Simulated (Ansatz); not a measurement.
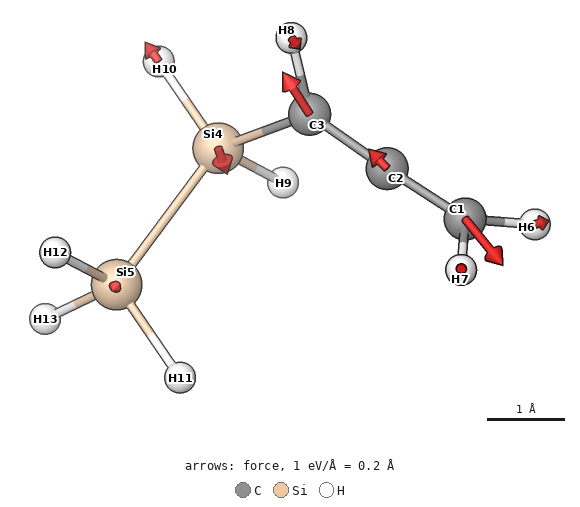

Starting geometry of C₃H₈Si₂ (coarse preliminary run) with the computed forces as red arrows. The picture is a ball-and-stick view, seen at a tilt.

The start comes from a force field.

Level of theory: Ansatz, RKS PBE-D4/def2-SVP. (force threshold 0.03 eV/Å; at most 200 steps)

**Is this structure relaxed? If not, where do the atoms go?**

It isn't relaxed: the largest force vector, on C1, is 4.57 eV/Å. The final displacements have little in common with the starting forces (cosine between the two patterns 0.04). The atom that moves furthest after the best rigid fit is H6 (0.89 Å). By element the largest moves are H 0.89 Å, C 0.41 Å, Si 0.33 Å. Near-neighbour distances that change, for instance: Si4–H10 1.423 → 1.508 Å, C3–Si4 1.806 → 1.885 Å, C1–C2 1.257 → 1.317 Å, Si4–Si5 2.304 → 2.356 Å. Among the angles between lasting bonds that change: Si4–C3–H8 113.5° → 118.7°, C3–Si4–H9 105.3° → 109.2°, C2–C3–Si4 125.6° → 122.3°. Groups turn about C3–Si4 by about 35°. After 27 accepted moves (33 points after the start) the energy has fallen by 11.6 kcal/mol. The largest force component goes from 3.5 to 0.028 eV/Å. The line search rejected the trial steps at points 3, 5, 9, 18, 21, 24 of the run. The forces were under the threshold at step 7, but the run went on from there.
